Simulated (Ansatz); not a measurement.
# SiH₄O + HBr: a complex and its separated parts, part 1 of 2

Aim: how far the complex at one end of a reaction step lies below its separated, relaxed parts, level by level.

The runs use Ansatz 0.2.0, Gaussian basis; PBE0-D4/def2-TZVP structures, single points in def2-TZVPP, no counterpoise correction.

Levels: SPW92, PBE-D4, BLYP-D4, r2SCAN-D4, B97M-V, PBE0-D4, B3LYP-D4, r2SCAN0-D4, BHLYP-D4, CAM-B3LYP-D4, wB97X-V, wB97M-V, B2PLYP, PBE-QIDH, RPA on PBE, Hartree-Fock, MP2, CCSD, CCSD(T).

Cores are frozen in the correlated methods. Filled d shells of the heavier atoms are correlated. B3LYP uses VWN-RPA correlation. B2PLYP carries no dispersion term here.

94 further runs of the same task are left out: 94 set aside as unsound or not needed.

## (1) Where the work starts

The complex: 8 atoms, charge 0, spin multiplicity 1.

Atoms are counted from 1 here; the program's logs count them from 0.

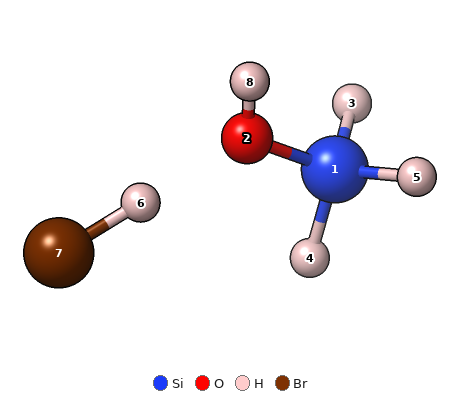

The starting geometry (silicon blue, oxygen red, hydrogen pink, bromine brown); atoms are numbered from 1 in the order of the file.

Coordinates:

```mol
BrH5OSi
  3D, bonds by distance, orders not assigned

  8  6  0  0  0  0  0  0  0  0999 V2000
   -0.6080   -0.7366   -0.6783 Si  0  0
   -0.1370    0.0788    0.6908 O   0  0
   -0.4568   -2.2030   -0.4937 H   0  0
    0.2892   -0.2474   -1.7463 H   0  0
   -2.0266   -0.4387   -1.0041 H   0  0
    1.2395    1.3370    0.8177 H   0  0
    2.3027    2.3052    0.9035 Br  0  0
   -0.6031   -0.0954    1.5102 H   0  0
  1  2  8  0
  1  3  8  0
  1  4  8  0
  1  5  8  0
  2  8  8  0
  6  7  8  0
M  END
```

Its parts: SiH₄O holds atoms 1, 2, 3, 4, 5, 8; HBr holds atoms 6, 7. Each part counts its atoms afresh in its own runs.

## (2) Relaxing SiH₄O alone

Input file relax-a/in.yaml:

```yaml
crystal:
  periodic: [false, false, false]
  atoms:
    - {symbol: Si, position_ang: [-0.608022, -0.736607, -0.678258]}
    - {symbol: O, position_ang: [-0.137033, 0.078756, 0.690766]}
    - {symbol: H, position_ang: [-0.456766, -2.203024, -0.493652]}
    - {symbol: H, position_ang: [0.289225, -0.247395, -1.746299]}
    - {symbol: H, position_ang: [-2.026625, -0.438682, -1.004081]}
    - {symbol: H, position_ang: [-0.603115, -0.095377, 1.510186]}
basis:
  gaussian: {orbitals: def2-TZVP}
hamiltonian: {xc: pbe0, dispersion: d4}
relax: {f_tol: 0.005, max_steps: 200}
```

Launch:

```sh
> ansatz run in.yaml --threads 4 --pin off --events-out ev --progress --plain --max-ram 9574MiB
```

The program printed, cut to the lines that bear on the results:

```text
Functional definition: PBE0
  name "PBE0"
  cite "Adamo & Barone, J. Chem. Phys. 110, 6158 (1999) doi:10.1063/1.478522"
  cite "Perdew, Burke & Ernzerhof, Phys. Rev. Lett. 77, 3865 (1996) doi:10.1103/PhysRevLett.77.3865"
  parent pbe
[...]
595 factors; their error is unknown
[...]
mean field -9986.22761988 eV, -366.9870961224 hartree, gradient 4.2e-5 eV, S^2 0.000000; 0 other end points of the search recorded, 0 dependent functions left out
[...]
reference -9986.22764536 eV, -366.9870970588 hartree; 13, 13 occupied and 79, 79 virtual orbitals, 595 factors
[...]
reference -9986.23330903 eV, -366.9873051949 hartree; 13, 13 occupied and 79, 79 virtual orbitals, 595 factors
Total energy: -9986.28630795 eV, -366.9892528690 hartree
Atom 0 at    -0.604117    -0.728601    -0.663024 Å, force    -0.001413    -0.001500    -0.001060 eV/Å
Atom 1 at    -0.134651     0.081797     0.692573 Å, force     0.004292     0.004263     0.000760 eV/Å
Atom 2 at    -0.459826    -2.201677    -0.500952 Å, force     0.000130     0.000311     0.000618 eV/Å
Atom 3 at     0.283756    -0.252816    -1.747966 Å, force    -0.000222    -0.000296    -0.000200 eV/Å
Atom 4 at    -2.023874    -0.443954    -1.009904 Å, force     0.000184     0.000299     0.000493 eV/Å
Atom 5 at    -0.603624    -0.097079     1.507934 Å, force    -0.002971    -0.003077    -0.000611 eV/Å
Dipole moment:    -0.190199    -0.118741     0.171739 e Å
```

It took 2.4 s on 4 threads of Arm Neoverse V1, shared host.

Relaxation path:

```tsv
step	energy from step 1 (eV)	largest force component (eV/Å)
1	0.0000	0.5407
2	-0.0045	0.2414
3	-0.0057	0.0359
4	-0.0057	0.0043
```

Distances of close pairs at the start and the end, largest changes first:

```tsv
bond	before (Å)	after (Å)	change (Å)
Si1–O2	1.662	1.648	-0.014
Si1–H5	1.486	1.489	+0.003
Si1–H3	1.486	1.489	+0.003
Si1–H4	1.478	1.480	+0.002
O2–H6	0.959	0.957	-0.001
```

## (3) Relaxing HBr alone

Input file relax-b/in.yaml:

```yaml
crystal:
  periodic: [false, false, false]
  atoms:
    - {symbol: H, position_ang: [1.239511, 1.337039, 0.817695]}
    - {symbol: Br, position_ang: [2.302724, 2.305190, 0.903543]}
basis:
  gaussian: {orbitals: def2-TZVP}
hamiltonian: {xc: pbe0, dispersion: d4}
relax: {f_tol: 0.005, max_steps: 200}
```

Launch:

```sh
> ansatz run in.yaml --threads 4 --pin off --events-out ev --progress --plain --max-ram 9574MiB
```

The program printed, cut to the lines that bear on the results:

```text
[... 5 set-up lines as earlier in the session ...]
[...]
457 factors; their error is unknown
[...]
mean field -70054.56774953 eV, -2574.4578801036 hartree, gradient 1.3e-5 eV, S^2 0.000000; 0 other end points of the search recorded, 0 dependent functions left out
[...]
reference -70054.57279942 eV, -2574.4580656836 hartree; 18, 18 occupied and 36, 36 virtual orbitals, 457 factors
Total energy: -70054.57831872 eV, -2574.4582685143 hartree
Atom 0 at     1.246902     1.343769     0.818292 Å, force    -0.001002    -0.000913    -0.000081 eV/Å
Atom 1 at     2.295333     2.298460     0.902946 Å, force     0.001002     0.000913     0.000081 eV/Å
Dipole moment:    -0.146385    -0.133296    -0.011820 e Å
```

It took 0.95 s on 4 threads of Arm Neoverse V1, shared host.

The steps of the relaxation:

```tsv
step	energy from step 1 (eV)	largest force component (eV/Å)
1	0.0000	0.3653
2	-0.0049	0.0599
3	-0.0050	0.0010
```

The bond:

```tsv
bond	before (Å)	after (Å)	change (Å)
H1–Br2	1.441	1.420	-0.020
```

## (4) SPW92/def2-TZVPP

Input file parta/in.yaml:

```yaml
crystal:
  periodic: [false, false, false]
  atoms:
    - {symbol: Si, position_ang: [-0.604117, -0.728601, -0.663024]}
    - {symbol: O, position_ang: [-0.134651, 0.081797, 0.692573]}
    - {symbol: H, position_ang: [-0.459826, -2.201677, -0.500952]}
    - {symbol: H, position_ang: [0.283756, -0.252816, -1.747966]}
    - {symbol: H, position_ang: [-2.023874, -0.443954, -1.009904]}
    - {symbol: H, position_ang: [-0.603624, -0.097079, 1.507934]}
basis:
  gaussian: {orbitals: def2-TZVPP}
hamiltonian: {xc: lda}
```

Input file partb/in.yaml:

```yaml
crystal:
  periodic: [false, false, false]
  atoms:
    - {symbol: H, position_ang: [1.246902, 1.343769, 0.818292]}
    - {symbol: Br, position_ang: [2.295333, 2.298460, 0.902946]}
basis:
  gaussian: {orbitals: def2-TZVPP}
hamiltonian: {xc: lda}
```

The same command starts each run, in its folder.

Launch:

```sh
> ansatz run in.yaml --threads 4 --pin off --events-out ev --progress --plain --max-ram 9574MiB
```

Output in parta, cut to the lines that bear on the results:

```text
Functional definition: SPW92
  name "SPW92"
  cite "Dirac, Proc. Camb. Phil. Soc. 26, 376 (1930) doi:10.1017/S0305004100016108"
  cite "Slater, Phys. Rev. 81, 385 (1951) doi:10.1103/PhysRev.81.385"
  cite "Perdew & Wang, Phys. Rev. B 45, 13244 (1992) doi:10.1103/PhysRevB.45.13244"
[...]
675 factors; their error is unknown
[...]
mean field -9944.57257351 eV, -365.4563014030 hartree, gradient 2.9e-5 eV, S^2 0.000000; 0 other end points of the search recorded, 0 dependent functions left out
reference -9944.57260485 eV, -365.4563025547 hartree; 13, 13 occupied and 116, 116 virtual orbitals, 675 factors
Total energy: -9944.57260485 eV, -365.4563025547 hartree
```

partb printed, cut to the lines that bear on the results:

```text
[... 5 set-up lines as earlier in the session ...]
[...]
435 factors; their error is unknown
[...]
mean field -69965.45701577 eV, -2571.1831210396 hartree, gradient 6.0e-6 eV, S^2 0.000000; 0 other end points of the search recorded, 0 dependent functions left out
reference -69965.45703682 eV, -2571.1831218132 hartree; 18, 18 occupied and 44, 44 virtual orbitals, 435 factors
Total energy: -69965.45703682 eV, -2571.1831218132 hartree
```

Times: 0.35 s (parta), 0.15 s (partb) on 4 threads of Arm Neoverse V1, shared host.

## (5) PBE-D4/def2-TZVPP

Each input of step 4 (parta, partb) changes in the same lines:

```diff
-hamiltonian: {xc: lda}
+hamiltonian: {xc: pbe, dispersion: d4}
```

The same command starts each run, in its folder.

Launch:

```sh
> ansatz run in.yaml --threads 4 --pin off --events-out ev --progress --plain --max-ram 9574MiB
```

Output in parta, cut to the lines that bear on the results:

```text
Functional definition: PBE
  name "PBE"
[... 2 set-up lines as earlier in the session ...]
[...]
675 factors; their error is unknown
[...]
mean field -9985.38602106 eV, -366.9561679364 hartree, gradient 4.1e-5 eV, S^2 0.000000; 0 other end points of the search recorded, 0 dependent functions left out
reference -9985.38605460 eV, -366.9561691688 hartree; 13, 13 occupied and 116, 116 virtual orbitals, 675 factors
Total energy: -9985.45054287 eV, -366.9585390691 hartree
```

partb printed, cut to the lines that bear on the results:

```text
[... 4 set-up lines as earlier in the session ...]
[...]
435 factors; their error is unknown
[...]
mean field -70052.13666883 eV, -2574.3685395357 hartree, gradient 1.9e-5 eV, S^2 0.000000; 0 other end points of the search recorded, 0 dependent functions left out
reference -70052.13669148 eV, -2574.3685403683 hartree; 18, 18 occupied and 44, 44 virtual orbitals, 435 factors
Total energy: -70052.14347653 eV, -2574.3687897141 hartree
```

Times: 0.5 s (parta), 0.2 s (partb) on 4 threads of Arm Neoverse V1, shared host.

## (6) BLYP-D4/def2-TZVPP

Each input of step 5 (parta, partb) changes in the same lines:

```diff
-hamiltonian: {xc: pbe, dispersion: d4}
+hamiltonian: {xc: {name: BLYP}, dispersion: d4}
```

The same command starts each run, in its folder.

Launch:

```sh
> ansatz run in.yaml --threads 4 --pin off --events-out ev --progress --plain --max-ram 9574MiB
```

parta printed, cut to the lines that bear on the results:

```text
Functional definition: BLYP
  name "BLYP"
  cite "Becke, Phys. Rev. A 38, 3098 (1988) doi:10.1103/PhysRevA.38.3098"
  cite "Lee, Yang & Parr, Phys. Rev. B 37, 785 (1988) doi:10.1103/PhysRevB.37.785"
[...]
675 factors; their error is unknown
[...]
mean field -9991.38834488 eV, -367.1767492681 hartree, gradient 3.1e-5 eV, S^2 0.000000; 0 other end points of the search recorded, 0 dependent functions left out
reference -9991.38862671 eV, -367.1767596252 hartree; 13, 13 occupied and 116, 116 virtual orbitals, 675 factors
Total energy: -9991.53673554 eV, -367.1822025244 hartree
```

partb printed, cut to the lines that bear on the results:

```text
[... 4 set-up lines as earlier in the session ...]
[...]
435 factors; their error is unknown
[...]
mean field -70063.39682616 eV, -2574.7823426852 hartree, gradient 8.7e-5 eV, S^2 0.000000; 0 other end points of the search recorded, 0 dependent functions left out
reference -70063.39703453 eV, -2574.7823503428 hartree; 18, 18 occupied and 44, 44 virtual orbitals, 435 factors
Total energy: -70063.41300640 eV, -2574.7829372982 hartree
```

Wall times: 0.55 s (parta), 0.2 s (partb) on 4 threads of Arm Neoverse V1, shared host.

## (7) r2SCAN-D4/def2-TZVPP

Each input of step 6 (parta, partb) changes in the same lines:

```diff
-hamiltonian: {xc: {name: BLYP}, dispersion: d4}
+hamiltonian: {xc: r2scan, dispersion: d4}
```

One command serves all of them, each in its own folder.

Launch:

```sh
> ansatz run in.yaml --threads 4 --pin off --events-out ev --progress --plain --max-ram 9574MiB
```

parta printed, cut to the lines that bear on the results:

```text
Functional definition: r2SCAN
  name "r2SCAN"
  cite "Furness, Kaplan, Ning, Perdew & Sun, J. Phys. Chem. Lett. 11, 8208 (2020) doi:10.1021/acs.jpclett.0c02405"
  cite "Furness, Kaplan, Ning, Perdew & Sun, J. Phys. Chem. Lett. 11, 9248 (2020) doi:10.1021/acs.jpclett.0c03077"
  parent r2scan
[...]
675 factors; their error is unknown
[...]
mean field -9990.14276339 eV, -367.1309749927 hartree, gradient 2.4e-5 eV, S^2 0.000000; 0 other end points of the search recorded, 0 dependent functions left out
reference -9990.14277381 eV, -367.1309753754 hartree; 13, 13 occupied and 116, 116 virtual orbitals, 675 factors
Total energy: -9990.15740807 eV, -367.1315131747 hartree
```

Output in partb, cut to the lines that bear on the results:

```text
[... 5 set-up lines as earlier in the session ...]
[...]
435 factors; their error is unknown
[...]
mean field -70062.28305459 eV, -2574.7414123352 hartree, gradient 2.3e-5 eV, S^2 0.000000; 0 other end points of the search recorded, 0 dependent functions left out
reference -70062.28306070 eV, -2574.7414125596 hartree; 18, 18 occupied and 44, 44 virtual orbitals, 435 factors
Total energy: -70062.28451979 eV, -2574.7414661802 hartree
```

Times: 1.1 s (parta), 0.6 s (partb) on 4 threads of Arm Neoverse V1, shared host.

## (8) B97M-V/def2-TZVPP

Each input of step 7 (parta, partb) changes in the same lines:

```diff
-hamiltonian: {xc: r2scan, dispersion: d4}
+hamiltonian: {xc: {name: B97M-V}}
```

One command serves all of them, each in its own folder.

Launch:

```sh
> ansatz run in.yaml --threads 4 --pin off --events-out ev --progress --plain --max-ram 9574MiB
```

Output in parta, cut to the lines that bear on the results:

```text
Functional definition: B97M-V
  name "B97M-V"
  cite "Mardirossian & Head-Gordon, J. Chem. Phys. 142, 074111 (2015) doi:10.1063/1.4907719"
  cite "Becke, J. Chem. Phys. 107, 8554 (1997) doi:10.1063/1.475007"
  cite "Vydrov & Van Voorhis, J. Chem. Phys. 133, 244103 (2010) doi:10.1063/1.3521275"
  # Of w^i u^j: cxij and so on, Table III.
[...]
  gx(w, u) = cx00 + cx01*u + cx02*u^2 + (cx10 + cx11*u)*w
[...]
  gos(w, u) = cos00 + cos01*u + cos03*u^3 + cos10*w + cos32*w^3*u^2
[...]
      + integral(e_c_pw_mod_opposite_spin*gos(b97_w_opposite, b97_u_opposite)) + vv10(b, c)
675 factors; their error is unknown
[...]
mean field -9989.26359568 eV, -367.0986661751 hartree, gradient 7.0e-5 eV, S^2 0.000000; 0 other end points of the search recorded, 0 dependent functions left out
reference -9989.26364785 eV, -367.0986680924 hartree; 13, 13 occupied and 116, 116 virtual orbitals, 675 factors
Total energy: -9989.26364785 eV, -367.0986680924 hartree
```

partb printed, cut to the lines that bear on the results:

```text
[... 5 set-up lines as earlier in the session ...]
  # Of w^i u^j: cxij and so on, Table III.
[...]
  gx(w, u) = cx00 + cx01*u + cx02*u^2 + (cx10 + cx11*u)*w
[...]
  gos(w, u) = cos00 + cos01*u + cos03*u^3 + cos10*w + cos32*w^3*u^2
[...]
      + integral(e_c_pw_mod_opposite_spin*gos(b97_w_opposite, b97_u_opposite)) + vv10(b, c)
435 factors; their error is unknown
[...]
mean field -70050.13093431 eV, -2574.2948301517 hartree, gradient 1.6e-5 eV, S^2 0.000000; 0 other end points of the search recorded, 0 dependent functions left out
reference -70050.13096616 eV, -2574.2948313221 hartree; 18, 18 occupied and 44, 44 virtual orbitals, 435 factors
Total energy: -70050.13096616 eV, -2574.2948313221 hartree
```

They took 1.9 s (parta), 0.75 s (partb) on 4 threads of Arm Neoverse V1, shared host.

## (9) PBE0-D4/def2-TZVPP

The same edit goes into each in.yaml of step 8 (parta, partb):

```diff
-hamiltonian: {xc: {name: B97M-V}}
+hamiltonian: {xc: pbe0, dispersion: d4}
+output: {orbitals: {seedname: orbitals}}
```

The same command starts each run, in its folder.

Launch:

```sh
> ansatz run in.yaml --threads 4 --pin off --events-out ev --progress --plain --max-ram 9574MiB
```

parta printed, cut to the lines that bear on the results:

```text
[... 5 set-up lines as earlier in the session ...]
[...]
678 factors; their error is unknown
[...]
mean field -9986.29144666 eV, -366.9894417134 hartree, gradient 1.5e-5 eV, S^2 0.000000; 0 other end points of the search recorded, 0 dependent functions left out
reference -9986.29147176 eV, -366.9894426357 hartree; 13, 13 occupied and 116, 116 virtual orbitals, 678 factors
Total energy: -9986.34447068 eV, -366.9913903100 hartree
```

Output in partb, cut to the lines that bear on the results:

```text
[... 5 set-up lines as earlier in the session ...]
[...]
472 factors; their error is unknown
[...]
mean field -70054.59430869 eV, -2574.4588561349 hartree, gradient 7.1e-6 eV, S^2 0.000000; 0 other end points of the search recorded, 0 dependent functions left out
reference -70054.59432595 eV, -2574.4588567692 hartree; 18, 18 occupied and 44, 44 virtual orbitals, 472 factors
Total energy: -70054.59984525 eV, -2574.4590595998 hartree
```

Times: 0.6 s (parta), 0.25 s (partb) on 4 threads of Arm Neoverse V1, shared host.

## (10) B3LYP-D4/def2-TZVPP

Each input of step 9 (parta, partb) changes in the same lines:

```diff
-hamiltonian: {xc: pbe0, dispersion: d4}
-output: {orbitals: {seedname: orbitals}}
+hamiltonian: {xc: {name: B3LYP}, dispersion: d4}
```

One command serves all of them, each in its own folder.

Launch:

```sh
> ansatz run in.yaml --threads 4 --pin off --events-out ev --progress --plain --max-ram 9574MiB
```

parta printed, cut to the lines that bear on the results:

```text
Functional definition: B3LYP
  name "B3LYP"
  cite "Stephens, Devlin, Chabalowski & Frisch, J. Phys. Chem. 98, 11623 (1994) doi:10.1021/j100096a001"
[... 2 set-up lines as earlier in the session ...]
  cite "Vosko, Wilk & Nusair, Can. J. Phys. 58, 1200 (1980) doi:10.1139/p80-159"
[...]
678 factors; their error is unknown
[...]
mean field -9992.74282891 eV, -367.2265256382 hartree, gradient 2.0e-5 eV, S^2 0.000000; 0 other end points of the search recorded, 0 dependent functions left out
reference -9992.74303874 eV, -367.2265333493 hartree; 13, 13 occupied and 116, 116 virtual orbitals, 678 factors
Total energy: -9992.84772752 eV, -367.2303805908 hartree
```

Log of partb, cut to the lines that bear on the results:

```text
[... 6 set-up lines as earlier in the session ...]
[...]
472 factors; their error is unknown
[...]
mean field -70063.59659291 eV, -2574.7896839779 hartree, gradient 6.2e-6 eV, S^2 0.000000; 0 other end points of the search recorded, 0 dependent functions left out
reference -70063.59675009 eV, -2574.7896897544 hartree; 18, 18 occupied and 44, 44 virtual orbitals, 472 factors
Total energy: -70063.60788348 eV, -2574.7900988988 hartree
```

Wall times: 0.65 s (parta), 0.25 s (partb) on 4 threads of Arm Neoverse V1, shared host.

## (11) r2SCAN0-D4/def2-TZVPP

Each input of step 10 (parta, partb) changes in the same lines:

```diff
-hamiltonian: {xc: {name: B3LYP}, dispersion: d4}
+hamiltonian: {xc: {name: r2SCAN0}, dispersion: d4}
```

Each run has its own folder and the same command.

Launch:

```sh
> ansatz run in.yaml --threads 4 --pin off --events-out ev --progress --plain --max-ram 9574MiB
```

parta printed, cut to the lines that bear on the results:

```text
Functional definition: r2SCAN0
  name "r2SCAN0"
  cite "Bursch, Neugebauer, Ehlert & Grimme, J. Chem. Phys. 156, 134105 (2022) doi:10.1063/5.0086040"
[... 3 set-up lines as earlier in the session ...]
[...]
678 factors; their error is unknown
[...]
mean field -9989.76154757 eV, -367.1169655695 hartree, gradient 1.4e-5 eV, S^2 0.000000; 0 other end points of the search recorded, 0 dependent functions left out
reference -9989.76155585 eV, -367.1169658737 hartree; 13, 13 occupied and 116, 116 virtual orbitals, 678 factors
Total energy: -9989.77858373 eV, -367.1175916370 hartree
```

partb printed, cut to the lines that bear on the results:

```text
[... 6 set-up lines as earlier in the session ...]
[...]
472 factors; their error is unknown
[...]
mean field -70062.25259977 eV, -2574.7402931410 hartree, gradient 7.5e-6 eV, S^2 0.000000; 0 other end points of the search recorded, 0 dependent functions left out
reference -70062.25260465 eV, -2574.7402933206 hartree; 18, 18 occupied and 44, 44 virtual orbitals, 472 factors
Total energy: -70062.25431950 eV, -2574.7403563400 hartree
```

Wall times: 1.2 s (parta), 0.6 s (partb) on 4 threads of Arm Neoverse V1, shared host.

## (12) BHLYP-D4/def2-TZVPP

Each input of step 11 (parta, partb) changes in the same lines:

```diff
-hamiltonian: {xc: {name: r2SCAN0}, dispersion: d4}
+hamiltonian: {xc: {name: BHLYP}, dispersion: d4}
```

Each run has its own folder and the same command.

Launch:

```sh
> ansatz run in.yaml --threads 4 --pin off --events-out ev --progress --plain --max-ram 9574MiB
```

Output in parta, cut to the lines that bear on the results:

```text
Functional definition: BHLYP
  name "BHLYP"
  cite "Becke, J. Chem. Phys. 98, 1372 (1993) doi:10.1063/1.464304"
[... 2 set-up lines as earlier in the session ...]
[...]
723 factors; their error is unknown
[...]
mean field -9991.01775327 eV, -367.1631302776 hartree, gradient 3.1e-5 eV, S^2 0.000000; 0 other end points of the search recorded, 0 dependent functions left out
reference -9991.01789492 eV, -367.1631354831 hartree; 13, 13 occupied and 116, 116 virtual orbitals, 723 factors
Total energy: -9991.09268725 eV, -367.1658840505 hartree
```

Output in partb, cut to the lines that bear on the results:

```text
[... 5 set-up lines as earlier in the session ...]
[...]
514 factors; their error is unknown
[...]
mean field -70062.48032388 eV, -2574.7486618476 hartree, gradient 8.3e-6 eV, S^2 0.000000; 0 other end points of the search recorded, 0 dependent functions left out
reference -70062.48043173 eV, -2574.7486658111 hartree; 18, 18 occupied and 44, 44 virtual orbitals, 514 factors
Total energy: -70062.48829122 eV, -2574.7489546421 hartree
```

They took 0.6 s (parta), 0.25 s (partb) on 4 threads of Arm Neoverse V1, shared host.

(Continued in part 2 of 2.)
